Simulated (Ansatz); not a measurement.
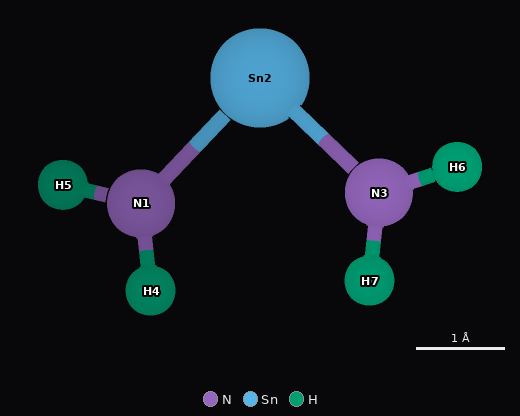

Fig. 1: The structure (ball-and-stick view, seen at a tilt; atoms are numbered from 1 in the order of the input). Sticks mark near contacts. Bond lengths as drawn: H–N 1.01 Å and N–Sn 2.02 Å.

**Run report: SnN2H4, single-point calculation**

System: SnN2H4, SMILES [NH2][Sn][NH2].
Method: RKS PBE0-D4/def2-TZVPP (Ansatz 0.2.0).

The geometry comes from this level: PBE0-D4/def2-TZVP.

## The program's output
```
Functional definition: PBE0
  name "PBE0"
  cite "Adamo & Barone, J. Chem. Phys. 110, 6158 (1999) doi:10.1063/1.478522"
  cite "Perdew, Burke & Ernzerhof, Phys. Rev. Lett. 77, 3865 (1996) doi:10.1103/PhysRevLett.77.3865"
  parent pbe
  parameter a = 0.25
  parameter kappa = 0.804
  parameter beta = 0.06672455060314922
  exchange = (1 - a)*pbe_x(kappa = kappa, mu = beta*pi^2/3) + a*exact_x
  correlation = pbe_c(beta = beta)
1007 factors; their error is unknown
mean field evaluation 1: about -8860.1190 eV, gradient 8.9e1 eV
mean field evaluation 2: about -8813.6823 eV, gradient 1.5e2 eV
mean field evaluation 4: about -8875.4311 eV, gradient 5.8e0 eV
mean field evaluation 8: about -8875.4863 eV, gradient 5.0e-2 eV
mean field evaluation 16: about -8875.5723 eV, gradient 3.1e-5 eV
mean field -8875.57228246 eV, -326.1712653014 hartree, gradient 3.1e-5 eV, S^2 0.000000; 0 other end points of the search recorded, 0 dependent functions left out
reference -8875.57231148 eV, -326.1712663680 hartree; 20, 20 occupied and 148, 148 virtual orbitals, 1007 factors
Total energy: -8875.67907432 eV, -326.1751898299 hartree
```

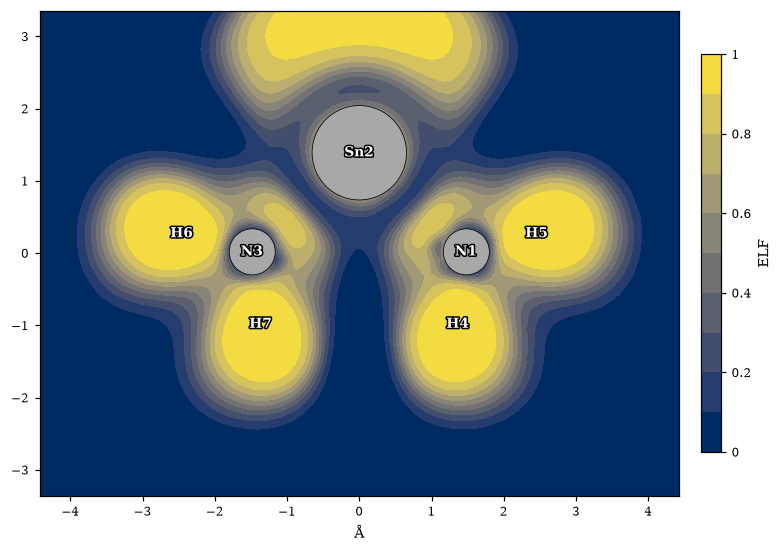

Fig. 2: ELF on the molecular plane. Grey discs, where drawn, cover atomic cores. The section cuts through N, Sn and H sites. Sn–N (2.02 Å): the ELF peaks at about 0.90 in the valence shell of N, 0.6 Å from its nucleus, and drops to about 0.15 between the two atoms.

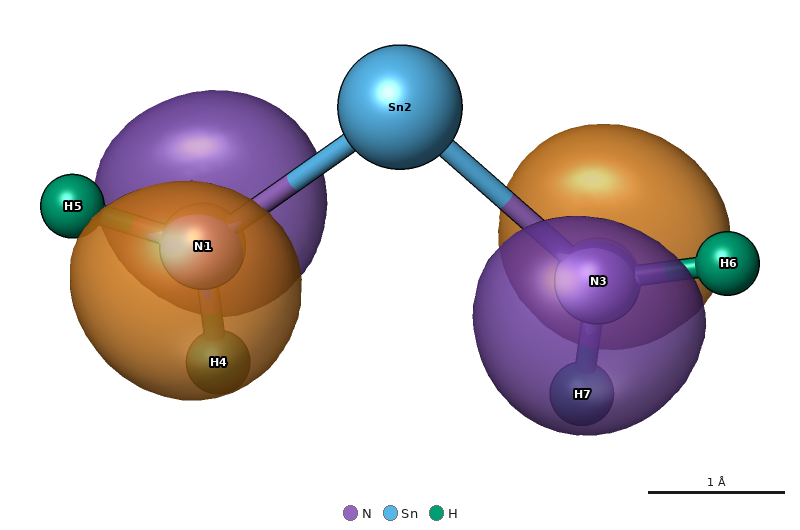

Fig. 3: The HOMO at ±0.15 Å⁻³ᐟ² (orange and purple are the two phases), seen at a tilt. Its energy is −6.62 eV.

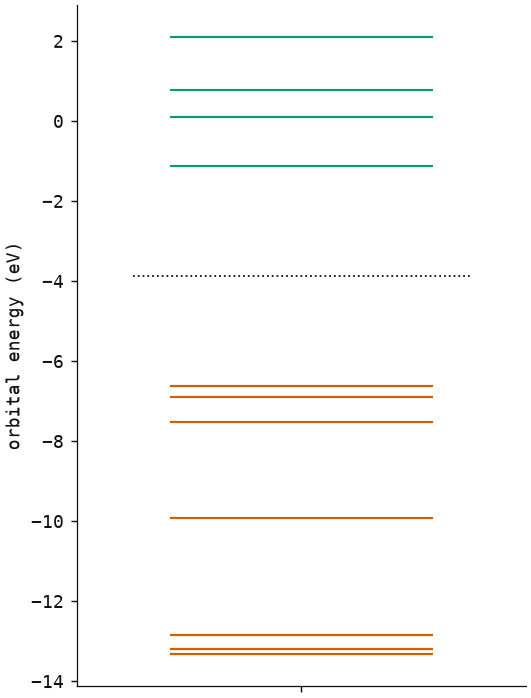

Fig. 4: Orbital energies near the frontier; the dotted line parts filled from empty levels, and levels within 0.02 eV of each other stand side by side. Highest filled −6.62 eV, lowest empty −1.12 eV, 5.50 eV apart.

The run was set up as follows.

## The input
```yaml
crystal:
  periodic: [false, false, false]
  atoms:
    - {symbol: N, position_ang: [-1.318761, -0.139103, -0.652171]}
    - {symbol: Sn, position_ang: [0.389262, 0.878061, -1.005765]}
    - {symbol: N, position_ang: [1.346248, 0.142569, 0.612949]}
    - {symbol: H, position_ang: [-1.487583, -0.766352, 0.119192]}
    - {symbol: H, position_ang: [-2.127035, -0.069171, -1.248865]}
    - {symbol: H, position_ang: [2.292571, 0.395439, 0.846970]}
    - {symbol: H, position_ang: [0.966498, -0.509444, 1.281990]}
basis:
  gaussian: {orbitals: def2-TZVPP}
hamiltonian: {xc: pbe0, dispersion: d4}
output: {orbitals: {seedname: orbitals}}
```

Launch command:
```bash
ansatz run in.yaml --threads 4 --pin off --events-out ev --progress --plain --max-ram 10444MiB
```

## Key numbers

- outcome: converged
- total energy: −8875.6791 eV
- mean-field energy: −8875.5723 eV
- dispersion energy: −0.1068 eV
- SCF solution under orbital rotations: stable
- HOMO: −6.62 eV
- LUMO: −1.12 eV
- hardware: 4 threads of Arm Neoverse V1, 23 GiB of memory available, shared host
- wall time: 1.3 s (CPU time 4.6 s)
- peak memory: 0.32 GiB
